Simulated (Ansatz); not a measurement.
Reaction (SMILES): C=C=O + H+ → C(=C)=[OH+]
B3LYP-D3(BJ)/def2-TZVP geometries, fixed; electronic energies without zero-point terms; positive where energy is released.

Basis-set convergence of the proton affinity at HF with Ansatz (an electronic-structure program). Cartesian d functions, on some or all atoms, in 6-31G**; all else is spherical. The proton sits at the site shown, which need not be the one that binds it best. No added dispersion term, no relativity. Functions are those of the species that has most. Reference: the value in aug-pcseg-3, 166.58 kcal/mol, itself unsure by roughly 0.04 kcal/mol (its mean distance from aug-cc-pVQZ, def2-QZVPPD, pcseg-3). Deviations are taken from unrounded values.

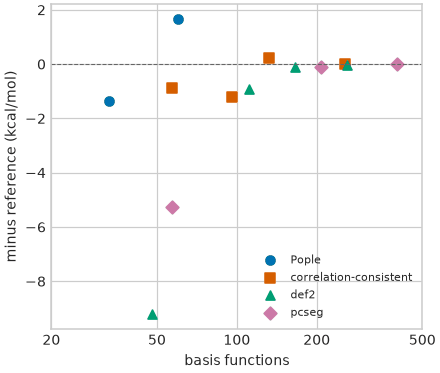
Figure: Deviation from the reference against the number of basis functions, by family of sets.

| basis | functions | proton affinity (kcal/mol) | minus reference (kcal/mol) |
|---|---|---|---|
| 6-31G | 33 | 165.23 | -1.36 |
| def2-SV(P) | 48 | 157.37 | -9.21 |
| cc-pVDZ | 57 | 165.71 | -0.87 |
| pcseg-1 | 57 | 161.34 | -5.25 |
| 6-31G** | 60 | 168.24 | 1.65 |
| aug-cc-pVDZ | 96 | 165.36 | -1.22 |
| def2-TZVP | 111 | 165.65 | -0.93 |
| cc-pVTZ | 132 | 166.80 | 0.22 |
| def2-TZVPPD | 165 | 166.46 | -0.12 |
| aug-pcseg-2 | 207 | 166.47 | -0.11 |
| cc-pVQZ | 255 | 166.61 | 0.02 |
| def2-QZVPP | 261 | 166.56 | -0.03 |
| aug-pcseg-3 | 402 | 166.58 | 0.00 |
